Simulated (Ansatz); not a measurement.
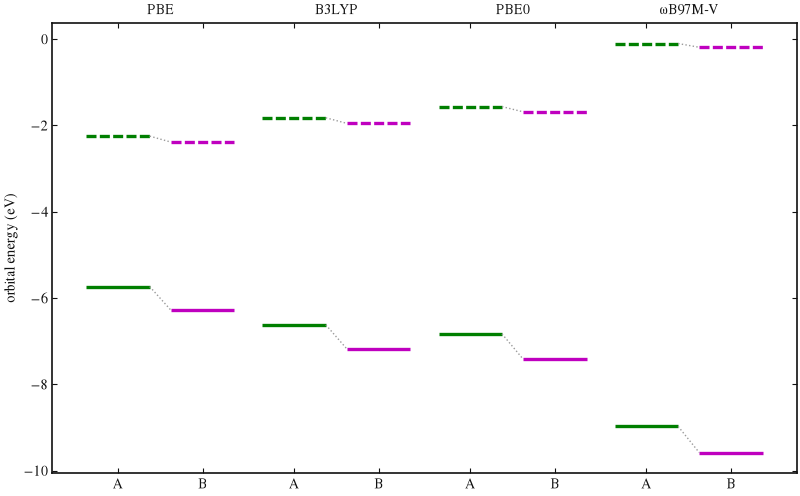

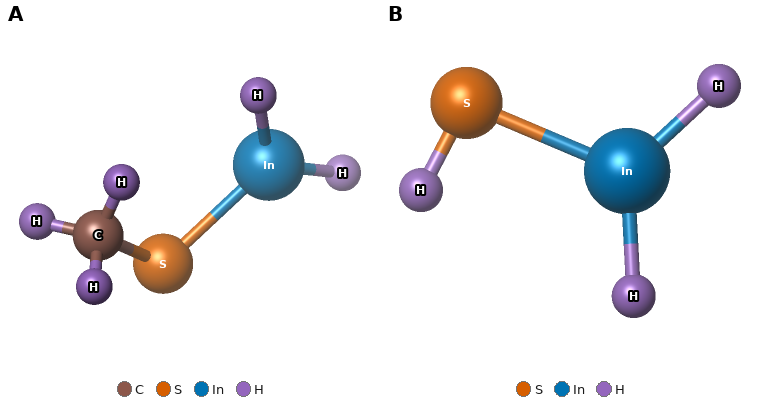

One change: A, CH₅InS (SMILES C[S][InH2]), becomes B, InH₃S (SMILES [SH][InH2]). CH₃ on S is replaced by H. HOMO (solid) and LUMO (dashed) computed in def2-TZVPP at PBE0-D4/def2-TZVP geometries, both minima by their frequencies, gas phase, the Ansatz code.

What does the change do to HOMO and LUMO?

PBE: the HOMO falls by 0.54 eV, the LUMO falls by 0.14 eV, and the separation goes from 3.49 to 3.89 eV. B3LYP: the HOMO falls by 0.56 eV, the LUMO falls by 0.13 eV, and the separation goes from 4.80 to 5.23 eV. PBE0: the HOMO falls by 0.59 eV, the LUMO falls by 0.12 eV, and the separation goes from 5.27 to 5.73 eV. ωB97M-V: the HOMO falls by 0.61 eV, the LUMO falls by 0.09 eV, and the separation goes from 8.87 to 9.39 eV.

Do the functionals agree on the effect?

They agree on the direction for both levels; the HOMO shift lies between −0.61 and −0.54 eV and the LUMO shift between −0.14 and −0.09 eV, while the separations themselves differ by up to 5.5 eV between functionals.

Note: core potentials past krypton; spin-orbit coupling is left out, and with In it can shift these values.
